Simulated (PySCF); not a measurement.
## Electronic structure of C$_{4}$H$_{7}$NOSi (SMILES Cc1cnoc1[SiH3]) in real space

Input

```
{"job": {"kind": "nmr", "xc": "PBE0", "basis": "pcSseg-1"}, "charge": 0, "multiplicity": 1}
C     -1.208463    -1.319900     0.201695
C     -0.769583     0.090050     0.043729
C     -1.585708     1.246843     0.023849
N     -0.868771     2.325865    -0.120500
O      0.421502     1.934323    -0.199264
C      0.501854     0.592890    -0.103600
Si     2.225379    -0.147491    -0.168822
H     -1.416145    -1.535515     1.249932
H     -2.120060    -1.496634    -0.366102
H     -0.434000    -2.000059    -0.142480
H     -2.652127     1.312652     0.106970
H      3.000257     0.599675    -1.154612
H      2.084920    -1.552338    -0.557873
H      2.820267    -0.050834     1.164913
```

Run with:

```sh
OMP_NUM_THREADS=1 python probes_run.py task.json out
```

Geometry: GFN2-xTB.

The calculation used PBE0/pcSseg-1, SCF density, gas phase, non-relativistic (PySCF).

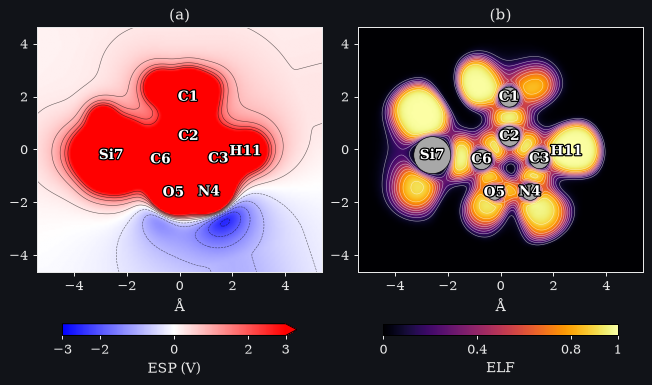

Figure 1. (a) molecular electrostatic potential; (b) ELF on the plane of atoms C3, N4 and O5. Grey discs cover the atomic cores in the ELF map.

Q: Describe what can be read from this map.

A: The section cuts through C, N, O, Si and H sites.
C–N (1.30 Å): the ELF peaks at about 0.90 between the atoms; localised, covalent bonding.
C–O (1.35 Å): the ELF peaks at about 0.90 between the atoms; a polar covalent bond.
N–O (1.35 Å): the ELF peaks at about 0.85 between the atoms (a covalent bond).
C–C (1.38 Å): the ELF peaks at about 0.95 between the atoms; localised, covalent bonding.
C–Si (1.88 Å): the ELF peaks at about 1 between the atoms (a covalent bond).
The ELF also peaks beside N4 and O5, away from the bonds: lone-pair regions.
Outside the dense part of the molecule the potential is most negative (−2.5 V) near N4.

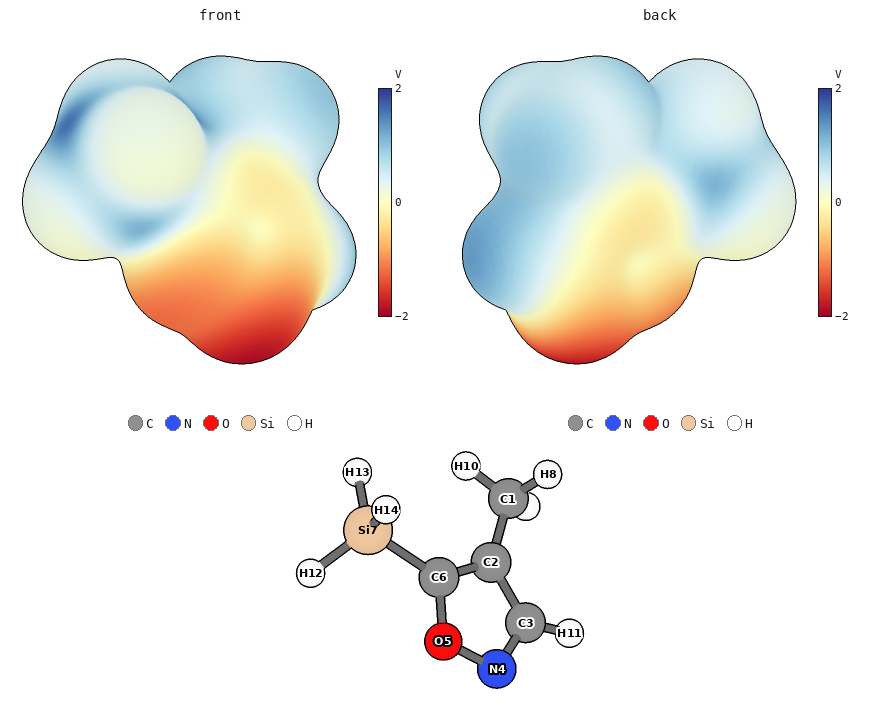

Figure 2. The molecular electrostatic potential painted on the density surface at 0.002 e/bohr³, seen from the front and from behind; red is negative and blue positive. The bare structure is drawn below in the same view.

Q: Describe the electrostatic potential map.

A: The most negative region (about −1.9 V) lies over N4, the most positive (about +1.4 V) over Si7. N4 is the likeliest acceptor of a hydrogen bond.

Q: How polar is the molecule by this calculation?

A: Its dipole moment is 3.31 D.
